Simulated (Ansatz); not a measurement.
**FGeH3O: density, localisation and related maps**

Input

```
crystal:
  periodic: [false, false, false]
  atoms:
    - { symbol: Ge, position_ang: [0.180463, 0.025058, 0.036044] }
    - { symbol: F, position_ang: [0.502804, -0.022545, 1.705525] }
    - { symbol: H, position_ang: [1.691334, -0.098666, -0.116831] }
    - { symbol: H, position_ang: [-0.581368, 1.295556, -0.355133] }
    - { symbol: O, position_ang: [-0.7468, -1.381872, -0.472941] }
    - { symbol: H, position_ang: [-1.122433, -1.90703, 0.244237] }
basis:
  gaussian: { orbitals: def2-SVP }
hamiltonian:
  xc: pbe0
  dispersion: d4
relax:
  f_tol: 0.03
  max_steps: 50
output:
  orbitals: {}
```

Launched as:

```sh
ansatz run input.yaml --threads 1 --pin off --max-ram 2048MiB --backend cpu --events-out ev --progress --plain --runs-dir out
```

The fields are those of the run's last geometry, not of the input's.

Method: RKS PBE0-D4/def2-SVP (Ansatz).

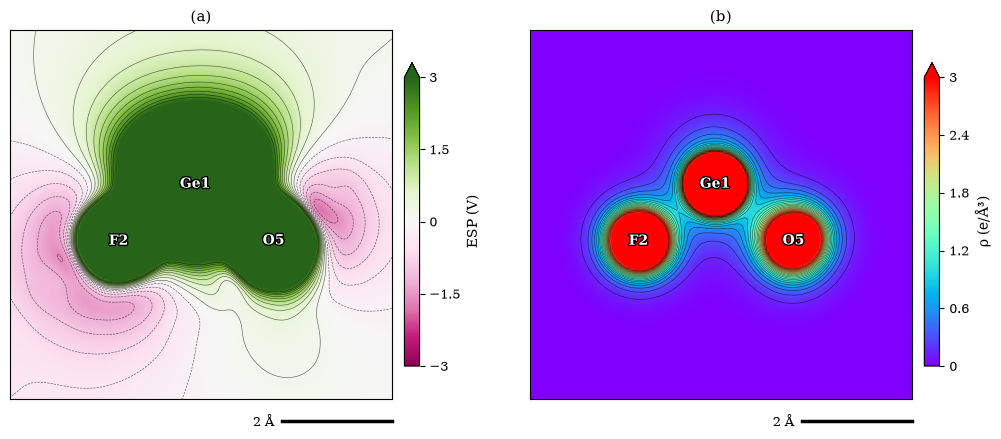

Figure 1. (a) molecular electrostatic potential; (b) total electron density on the plane of atoms F2, Ge1 and O5.

Q: Describe what can be read from this map.

A:
- Atoms in the plane: Ge, F and O.
- Ge–F (1.74 Å): the density is about 0.91 e/Å³ at the midpoint.
- Ge–O (1.76 Å): the density is about 0.99 e/Å³ at the midpoint.
- Outside the dense part of the molecule the potential is most negative (−1.7 V) near O5.

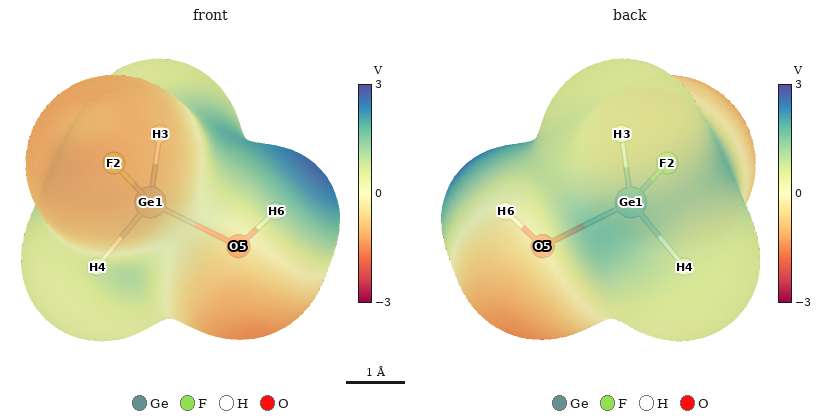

Figure 2. The molecular electrostatic potential painted on the density surface at 0.002 e/bohr³, seen from the front and from behind; the colour scale runs from red (negative) to blue (positive).

Q: Describe the electrostatic potential map.

A: The most negative region (about −1.4 V, or −32 kcal/mol for a unit charge) lies over O5, the most positive (about +2.6 V, or +60 kcal/mol for a unit charge) over H6. O5 is the likeliest acceptor of a hydrogen bond.

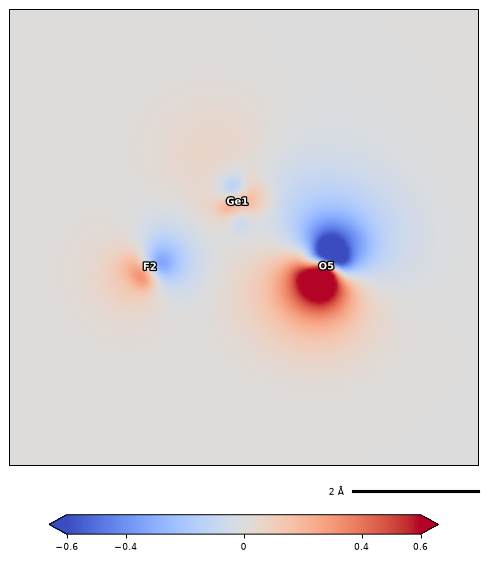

Figure 3. The HOMO on the plane of atoms F2, Ge1 and O5 (values in Å⁻³ᐟ²; the overall sign is arbitrary).

Q: Where does this orbital lie, and at what energy?

A: It lies mainly on O5 (about 60 %), Ge1 (about 15 %) and H3 (about 15 %). Its energy is −9.03 eV.
